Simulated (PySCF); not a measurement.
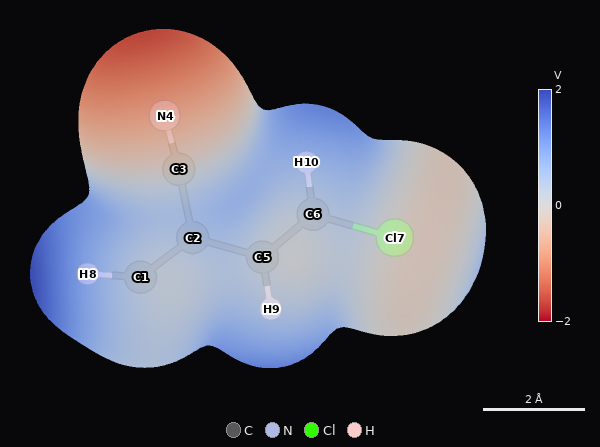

C$_{5}$H$_{3}$ClN (SMILES [H]/[C]=C(C#N)/C=C/Cl) (doublet). The electrostatic potential painted on the density surface at 0.002 e/bohr³, seen at a tilt; the colour scale runs from red (negative) to blue (positive).

Geometry: GFN2-xTB.

Level of theory: UKS B3LYP, pcH-1 on C Cl H N, non-relativistic, mean-field spin-orbit, GIAO in PySCF 2.14.0, density-fitted response routines.

```xyz
10

C    -1.6055   -0.8223    1.0456
C    -0.7156   -0.2333    0.2822
C    -1.2307    0.5426   -0.8053
N    -1.7032    1.1464   -1.6558
C     0.7304   -0.3030    0.4488
C     1.5798    0.3210   -0.3630
Cl    3.2757    0.2338   -0.1599
H    -2.6648   -0.9062    1.1079
H     1.0790   -0.8981    1.2792
H     1.2638    0.9237   -1.2024
```

> Describe the electrostatic potential map.

The most negative region (about −1.6 V) lies over N4, the most positive (about +1.9 V) over H8. Cl7 shows a σ-hole: about +0.7 V at the tip opposite its bond, against about −0.1 V on its flanks. N4 is the likeliest acceptor of a hydrogen bond.
